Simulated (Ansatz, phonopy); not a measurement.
# Grüneisen parameters and expansion of TiC (Fm-3m), part 3 of 4

Wanted: mode Grüneisen parameters of TiC and a free-energy fit over volumes.

What experiment has found for this phase:
- heat capacity C_P per formula unit 33.9 J/mol/K near room temperature (given in “High-Throughput Prediction of Finite-Temperature Properties using the Quasi-Harmonic Approximation”, 2016, arXiv:1603.06924)

Ansatz 0.2.0; DFT PBEsol, scalar-relativistic, plane waves, PAW.

So far, highest frequency (cm⁻¹): step 5 (phonons, V/V0 1) 732.

The database entry behind the starting cell differs from later determinations by our own check (0.1 to 0.3 % short, probably kX units), so it need not match the best structure at ambient conditions.

## (9) Lattice dynamics at this volume, V/V0 0.985

The same q-mesh and k-mesh are kept at every volume, so that much of their error can cancel in the differences.

File input.yaml:

```yaml
crystal:
  lattice:
    - [0.0, 2.1358365578, 2.1358365578]
    - [2.1358365578, 0.0, 2.1358365578]
    - [2.1358365578, 2.1358365578, 0.0]
  atoms:
    - { symbol: Ti, position: [0.0, 0.0, 0.0] }
    - { symbol: C, position: [0.5, 0.5, 0.5] }
kpoints:
  mp_grid: { grid: [16, 16, 16] }
hamiltonian:
  xc: pbesol
scf:
  occupations: { method: methfessel_paxton, width: 0.2 }
output:
  eigenvalues: true
phonons:
  method: dfpt
  qmesh: [4, 4, 4]
  temperatures: { t_max: 1000, t_step: 50 }
  qpath:
    path:
      - [[0.0, 0.0, 0.0], [0.5, 0.0, 0.5], [0.625, 0.25, 0.625]]
      - [[0.375, 0.375, 0.75], [0.0, 0.0, 0.0], [0.5, 0.5, 0.5], [0.5, 0.25, 0.75], [0.5, 0.0, 0.5]]
    npoints: 10
```

On the command line:

```sh
$ ansatz run input.yaml --threads 8 --pin off --max-ram 30720MiB --backend cpu --events-out ev --progress --plain --runs-dir out
```

Numbers of over 12 decimals in the logs are rounded to 6 here.

The program printed:

```text
[...]
Crystal: 2 atoms, lattice volume = 19.487 Å³
Basis set: ecut = 420 eV, 339 PW (Γ), exchange–correlation on 48×48×48 points (8 copies of the dense FFT grid, shifted against one another)
Bands: 12, of which v1, the nominal top of the filled ones, is band 8 counted from 1 (7 counted from 0)
Symmetry: 48 space group operations
k-points: 145 of 4096
[...]
k-point 144: bands = [... 4 lower, 5.7355, 12.0667, 12.0667, 12.5015, 18.2485, 18.2485, 19.0607, 20.8470]
[...]
ASR residual: 5.842e-6 → 0.000e0 eV/Å²; symmetrization residual: 2.445e-7 eV/Å²
  ASR residual per site (eV/Å²): 4.55e-6 5.84e-6
  Γ frequencies (cm⁻¹): 0.00 0.00 0.00 557.81 557.81 557.81
--- Phonons (arbitrary-q DFPT): 8 irreducible q on the 4×4×4 mesh ---
[...]
interpolated dispersion: 62 rows × 6 modes
[...]
[key lines of the parts left out:]
SCF converged after 7 iterations
Free energy (F): -2722.415103 eV
Fermi energy:    15.298596 eV
```

Run time: 2 min. Hardware: 8 threads of Arm Neoverse V1, shared host; peak memory 2.7 GiB; 15 min of CPU time.

No LO-TO term. Phonon branches along the path, in cm⁻¹:

```
    point  branch 1  branch 2  branch 3  branch 4  branch 5  branch 6
        Γ         0         0         0       558       558       558
        X       304       304       378       551       551       614
        U       307       358       379       580       614       666
jump to K       307       358       379       580       614       666
        Γ         0         0         0       558       558       558
        L       279       279       470       597       597       744
        W       344       344       367       602       602       668
        X       304       304       378       551       551       614
```

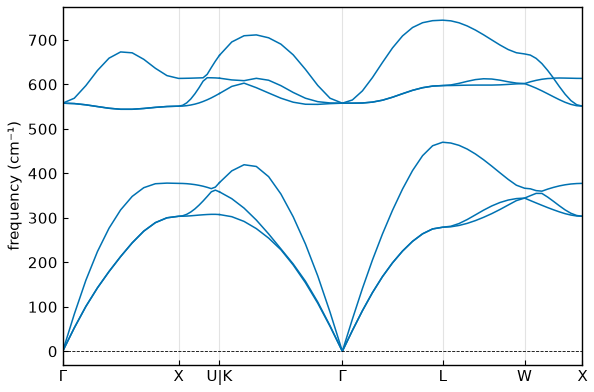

Phonon branches along the path.

No mode is imaginary beyond numerical noise at the solved wavevectors. The highest zone-centre mode (no LO–TO term) moved by +2.8 % for a volume change of -1.5 %.

## (10) Single point at a scaled cell, V/V0 1.03

Symmetry fixes every atom, so a single point at the scaled cell gives the energy and pressure of this member.

input.yaml, the sections that differ from step 9:

```yaml
crystal:
  lattice:
    - [0.0, 2.1678788773, 2.1678788773]
    - [2.1678788773, 0.0, 2.1678788773]
    - [2.1678788773, 2.1678788773, 0.0]
  atoms:
    - { symbol: Ti, position: [0.0, 0.0, 0.0] }
    - { symbol: C, position: [0.5, 0.5, 0.5] }
output:
  forces: true
  stress: true
  eigenvalues: true
# kpoints, hamiltonian, scf: as in step 9
# phonons: removed
```

The program printed:

```text
[...]
Crystal: 2 atoms, lattice volume = 20.377 Å³
Basis set: ecut = 420 eV, 411 PW (Γ), exchange–correlation on 48×48×48 points (8 copies of the dense FFT grid, shifted against one another)
Bands: 12, of which v1, the nominal top of the filled ones, is band 8 counted from 1 (7 counted from 0)
Symmetry: 48 space group operations
[...]
k-points: 145 of 4096
[...]
--- Band table (eV; the first three rows and the last of 145) ---
  k-point 0: bands = [... 4 lower, 2.1681, 15.1986, 15.1986, 15.1986, 16.2266, 16.2266, 16.2266, 16.2632]
  k-point 1: bands = [... 4 lower, 2.2573, 14.7623, 15.0071, 15.0071, 15.5587, 15.5587, 16.4577, 17.2525]
  k-point 2: bands = [... 4 lower, 2.5193, 13.8893, 14.2528, 14.2528, 15.6262, 15.6262, 16.7806, 18.3176]
  k-point 144: bands = [... 4 lower, 5.0796, 11.3717, 11.3717, 11.8293, 17.3184, 17.3184, 18.0583, 19.6886]
[key lines of the parts left out:]
SCF converged after 5 iterations
Free energy (F): -2722.404748 eV
Fermi energy:    14.521192 eV
P = ⅓ Tr σ = -7.4484 GPa (-74.484 kbar)
```

Run time: 0.54 s. Hardware: 8 threads; peak memory 0.34 GiB; 2.6 s of CPU time.

The run ends at a pressure of -7.45 GPa.

## (11) Phonons, V/V0 1.03

The same q-mesh and k-mesh are kept at every volume, so that much of their error can cancel in the differences.

input.yaml, the sections that differ from step 10:

```yaml
output:
  eigenvalues: true
phonons:
  method: dfpt
  qmesh: [4, 4, 4]
  temperatures: { t_max: 1000, t_step: 50 }
  qpath:
    path:
      - [[0.0, 0.0, 0.0], [0.5, 0.0, 0.5], [0.625, 0.25, 0.625]]
      - [[0.375, 0.375, 0.75], [0.0, 0.0, 0.0], [0.5, 0.5, 0.5], [0.5, 0.25, 0.75], [0.5, 0.0, 0.5]]
    npoints: 10
# crystal, kpoints, hamiltonian, scf: as in step 10
```

The program printed:

```text
[...]
Crystal: 2 atoms, lattice volume = 20.377 Å³
Basis set: ecut = 420 eV, 411 PW (Γ), exchange–correlation on 48×48×48 points (8 copies of the dense FFT grid, shifted against one another)
Bands: 12, of which v1, the nominal top of the filled ones, is band 8 counted from 1 (7 counted from 0)
Symmetry: 48 space group operations
k-points: 145 of 4096
[...]
k-point 144: bands = [... 4 lower, 5.0796, 11.3717, 11.3717, 11.8294, 17.3184, 17.3184, 18.0583, 19.6886]
[...]
ASR residual: 1.434e-5 → 0.000e0 eV/Å²; symmetrization residual: 1.482e-7 eV/Å²
  ASR residual per site (eV/Å²): 1.43e-5 1.04e-5
  Γ frequencies (cm⁻¹): 0.00 0.00 0.00 512.45 512.45 512.45
--- Phonons (arbitrary-q DFPT): 8 irreducible q on the 4×4×4 mesh ---
[...]
interpolated dispersion: 62 rows × 6 modes
[...]
[key lines of the parts left out:]
SCF converged after 7 iterations
Free energy (F): -2722.404748 eV
Fermi energy:    14.521229 eV
```

Elapsed: 2.1 min, on 8 threads; peak memory 2.8 GiB.

No mode is imaginary beyond numerical noise at the solved wavevectors. The highest zone-centre mode (no LO–TO term) moved by -5.5 % for a volume change of +3.0 %.

## (12) Single point at a scaled cell, V/V0 0.97

Symmetry fixes every atom, so a single point at the scaled cell gives the energy and pressure of this member.

The cell differs from the one that the last finished run ended in (a 3.066 → 3.005 Å, b 3.066 → 3.005 Å, c 3.066 → 3.005 Å).

input.yaml, the sections that differ from step 11:

```yaml
crystal:
  lattice:
    - [0.0, 2.1249392429, 2.1249392429]
    - [2.1249392429, 0.0, 2.1249392429]
    - [2.1249392429, 2.1249392429, 0.0]
  atoms:
    - { symbol: Ti, position: [0.0, 0.0, 0.0] }
    - { symbol: C, position: [0.5, 0.5, 0.5] }
output:
  forces: true
  stress: true
  eigenvalues: true
# kpoints, hamiltonian, scf: as in step 11
# phonons: removed
```

The program printed:

```text
[...]
Crystal: 2 atoms, lattice volume = 19.190 Å³
Basis set: ecut = 420 eV, 339 PW (Γ), exchange–correlation on 48×48×48 points (8 copies of the dense FFT grid, shifted against one another)
Bands: 12, of which v1, the nominal top of the filled ones, is band 8 counted from 1 (7 counted from 0)
Symmetry: 48 space group operations
[...]
k-points: 145 of 4096
[...]
--- Band table (eV; the first three rows and the last of 145) ---
  k-point 0: bands = [... 4 lower, 2.9460, 16.2670, 16.2670, 16.2670, 17.3558, 17.3558, 17.3558, 17.4437]
  k-point 1: bands = [... 4 lower, 3.0422, 15.8038, 16.0671, 16.0671, 16.6634, 16.6634, 17.6129, 18.4773]
  k-point 2: bands = [... 4 lower, 3.3244, 14.8906, 15.2687, 15.2687, 16.7349, 16.7349, 17.9752, 19.6172]
  k-point 144: bands = [... 4 lower, 5.9669, 12.3131, 12.3131, 12.7382, 18.5757, 18.5757, 19.4137, 21.2338]
[key lines of the parts left out:]
SCF converged after 5 iterations
Free energy (F): -2722.403302 eV
Fermi energy:    15.572558 eV
P = ⅓ Tr σ = 8.6495 GPa (86.495 kbar)
```

Elapsed: 0.53 s, on 8 threads; peak memory 0.34 GiB.

The run ends at a pressure of 8.65 GPa.

## (13) Lattice dynamics at this volume, V/V0 0.97

The same q-mesh and k-mesh are kept at every volume, so that much of their error can cancel in the differences.

input.yaml, the sections that differ from step 12:

```yaml
output:
  eigenvalues: true
phonons:
  method: dfpt
  qmesh: [4, 4, 4]
  temperatures: { t_max: 1000, t_step: 50 }
  qpath:
    path:
      - [[0.0, 0.0, 0.0], [0.5, 0.0, 0.5], [0.625, 0.25, 0.625]]
      - [[0.375, 0.375, 0.75], [0.0, 0.0, 0.0], [0.5, 0.5, 0.5], [0.5, 0.25, 0.75], [0.5, 0.0, 0.5]]
    npoints: 10
# crystal, kpoints, hamiltonian, scf: as in step 12
```

The program printed:

```text
[...]
Crystal: 2 atoms, lattice volume = 19.190 Å³
Basis set: ecut = 420 eV, 339 PW (Γ), exchange–correlation on 48×48×48 points (8 copies of the dense FFT grid, shifted against one another)
Bands: 12, of which v1, the nominal top of the filled ones, is band 8 counted from 1 (7 counted from 0)
Symmetry: 48 space group operations
k-points: 145 of 4096
[...]
k-point 144: bands = [... 4 lower, 5.9669, 12.3131, 12.3131, 12.7382, 18.5757, 18.5757, 19.4137, 21.2338]
[...]
ASR residual: 6.214e-6 → 0.000e0 eV/Å²; symmetrization residual: 2.316e-7 eV/Å²
  ASR residual per site (eV/Å²): 4.90e-6 6.21e-6
  Γ frequencies (cm⁻¹): 0.00 0.00 0.00 573.43 573.43 573.43
--- Phonons (arbitrary-q DFPT): 8 irreducible q on the 4×4×4 mesh ---
[...]
interpolated dispersion: 62 rows × 6 modes
[...]
[key lines of the parts left out:]
SCF converged after 7 iterations
Free energy (F): -2722.403302 eV
Fermi energy:    15.572587 eV
```

It took 2 min on 8 threads; peak memory 2.7 GiB; 15 min of CPU time.

No LO-TO term. The phonon branches at the labelled points (cm⁻¹):

```
    point  branch 1  branch 2  branch 3  branch 4  branch 5  branch 6
        Γ         0         0         0       573       573       573
        X       310       310       386       566       566       626
        U       316       366       387       592       627       679
jump to K       316       366       387       592       627       679
        Γ         0         0         0       573       573       573
        L       288       288       480       610       610       757
        W       352       352       375       615       615       681
        X       310       310       386       566       566       626
```

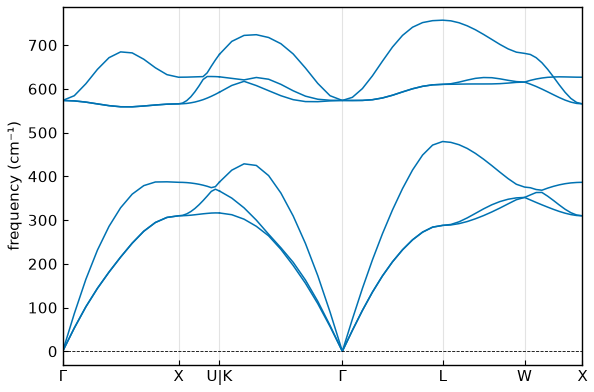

Phonon branches along the path.

No mode is imaginary beyond numerical noise at the solved wavevectors. The highest zone-centre mode (no LO–TO term) moved by +5.7 % for a volume change of -3.0 %.

## (14) A cell at another volume, V/V0 1.05

Symmetry fixes every atom, so a single point at the scaled cell gives the energy and pressure of this member.

The cell differs from the one that the last finished run ended in (a 3.005 → 3.086 Å, b 3.005 → 3.086 Å, c 3.005 → 3.086 Å).

input.yaml, the sections that differ from step 13:

```yaml
crystal:
  lattice:
    - [0.0, 2.1818206037, 2.1818206037]
    - [2.1818206037, 0.0, 2.1818206037]
    - [2.1818206037, 2.1818206037, 0.0]
  atoms:
    - { symbol: Ti, position: [0.0, 0.0, 0.0] }
    - { symbol: C, position: [0.5, 0.5, 0.5] }
output:
  forces: true
  stress: true
  eigenvalues: true
# kpoints, hamiltonian, scf: as in step 13
# phonons: removed
```

The program printed:

```text
[...]
Crystal: 2 atoms, lattice volume = 20.772 Å³
Basis set: ecut = 420 eV, 411 PW (Γ), exchange–correlation on 48×48×48 points (8 copies of the dense FFT grid, shifted against one another)
Bands: 12, of which v1, the nominal top of the filled ones, is band 8 counted from 1 (7 counted from 0)
Symmetry: 48 space group operations
[...]
k-points: 145 of 4096
[...]
--- Band table (eV; the first three rows and the last of 145) ---
  k-point 0: bands = [... 4 lower, 1.9314, 14.8658, 14.8658, 14.8658, 15.8771, 15.8771, 15.8771, 15.8963]
  k-point 1: bands = [... 4 lower, 2.0184, 14.4383, 14.6774, 14.6774, 15.2151, 15.2151, 16.0991, 16.8729]
  k-point 2: bands = [... 4 lower, 2.2742, 13.5779, 13.9370, 13.9370, 15.2811, 15.2811, 16.4089, 17.9141]
  k-point 144: bands = [... 4 lower, 4.8053, 11.0827, 11.0827, 11.5478, 16.9283, 16.9283, 17.6383, 19.2043]
[key lines of the parts left out:]
SCF converged after 5 iterations
Free energy (F): -2722.380886 eV
Fermi energy:    14.195721 eV
P = ⅓ Tr σ = -11.8286 GPa (-118.286 kbar)
```

Wall time 1.4 s (8 threads); peak memory 0.34 GiB.

The run ends at a pressure of -11.83 GPa.

## (15) Phonons, V/V0 1.05

Phonons at this volume give one point of F(V, T); meshes stay fixed along the series.

input.yaml, the sections that differ from step 14:

```yaml
output:
  eigenvalues: true
phonons:
  method: dfpt
  qmesh: [4, 4, 4]
  temperatures: { t_max: 1000, t_step: 50 }
  qpath:
    path:
      - [[0.0, 0.0, 0.0], [0.5, 0.0, 0.5], [0.625, 0.25, 0.625]]
      - [[0.375, 0.375, 0.75], [0.0, 0.0, 0.0], [0.5, 0.5, 0.5], [0.5, 0.25, 0.75], [0.5, 0.0, 0.5]]
    npoints: 10
# crystal, kpoints, hamiltonian, scf: as in step 14
```

The program printed:

```text
[...]
Crystal: 2 atoms, lattice volume = 20.772 Å³
Basis set: ecut = 420 eV, 411 PW (Γ), exchange–correlation on 48×48×48 points (8 copies of the dense FFT grid, shifted against one another)
Bands: 12, of which v1, the nominal top of the filled ones, is band 8 counted from 1 (7 counted from 0)
Symmetry: 48 space group operations
k-points: 145 of 4096
[...]
k-point 144: bands = [... 4 lower, 4.8053, 11.0827, 11.0827, 11.5478, 16.9283, 16.9283, 17.6383, 19.2043]
[...]
ASR residual: 1.353e-5 → 0.000e0 eV/Å²; symmetrization residual: 9.349e-8 eV/Å²
  ASR residual per site (eV/Å²): 1.21e-5 1.35e-5
  Γ frequencies (cm⁻¹): 0.00 0.00 0.00 492.99 492.99 492.99
--- Phonons (arbitrary-q DFPT): 8 irreducible q on the 4×4×4 mesh ---
[...]
interpolated dispersion: 62 rows × 6 modes
[...]
[key lines of the parts left out:]
SCF converged after 7 iterations
Free energy (F): -2722.380886 eV
Fermi energy:    14.195758 eV
```

Wall time 2.2 min (8 threads); peak memory 2.8 GiB.

No mode is imaginary beyond numerical noise at the solved wavevectors. The highest zone-centre mode (no LO–TO term) moved by -9.1 % for a volume change of +5.0 %.

## (16) Mode Grüneisen parameters

This step: DFT PBEsol, scalar-relativistic, plane waves, PAW (phonopy 4.10.0).

Numbers from this step:

| Quantity | Value |
| --- | --- |
| share of modes with a negative Grüneisen parameter | 0 |

Mean Grüneisen, by row:

```
T (K)  heat-capacity-weighted mean  root mean square
   50                        1.487             1.569
  100                        1.609             1.658
  200                        1.577             1.612
  300                        1.551             1.582
  500                        1.532             1.562
  800                        1.524             1.553
```

Mean mode Grueneisen parameter against wavenumber:

```
wavenumber (cm⁻¹)  mean mode Grueneisen parameter
               12                               -
               61                           0.536
               86                            1.28
              134                            1.31
              183                            1.43
              232                            1.65
              256                            1.75
              305                            1.68
              354                            1.65
              378                            1.54
              427                            1.34
              476                               -
              501                               -
              550                             1.7
              598                            1.39
              647                            1.25
              672                             1.2
              720                            1.14
```

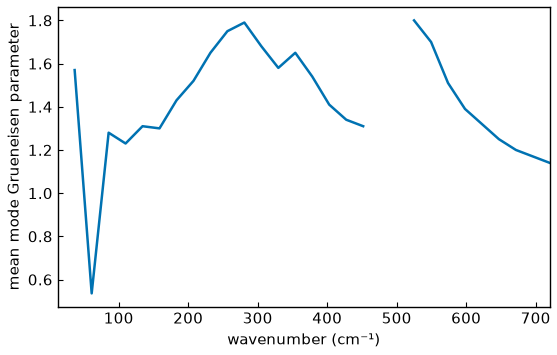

Mean mode Grueneisen parameter, plotted against wavenumber.

Volume series, by row:

```
 V/V0  V (Å³/atom)  pressure (GPa)  E - E0 (meV/atom)  gap (eV)  zero-point energy (meV/atom)  lowest on the path (cm⁻¹)  highest at Gamma without the LO-TO term (cm⁻¹)
 0.97        9.595           8.649              7.794         0                         88.53                          0                                           573.4
0.985        9.743           4.161              1.897         0                         86.61                          0                                           557.8
    1        9.892          -0.003                  0         0                         84.72                          0                                           542.4
1.015        10.04          -3.866              1.808         0                         82.86                          0                                           527.3
 1.03        10.19          -7.448              7.081         0                         81.03                          0                                           512.5
 1.05        10.39          -11.83              19.01         0                         78.64                          0                                             493
```

Table of optical frequency at Gamma without the LO-TO term, mode 4 by V/V0:

```
  V/V0  optical frequency at Gamma without the LO-TO term, mode 4 (cm⁻¹)
0.9700                                                               573
0.9850                                                               558
1.0000                                                               542
1.0150                                                               527
1.0300                                                               512
1.0500                                                               493
```

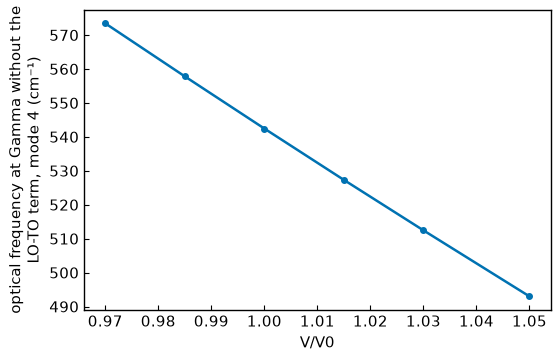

Optical frequency at Gamma without the LO-TO term, mode 4 against V/V0.

(Continued in part 4 of 4.)

[Logs are printed without paths, hosts, clocks, repeated set-up lines and the standing remarks that a program may print on its own settings, such as how far it seeks lower states.]

[Hosts, paths, dates, database ids (printed as entryN), source tags and the programs' standing remarks are cut or masked in the printed files.]

[A step with changed settings may run another functional than the one named; its input shows which.]

[Of the runs on displaced cells, only some may be shown.]
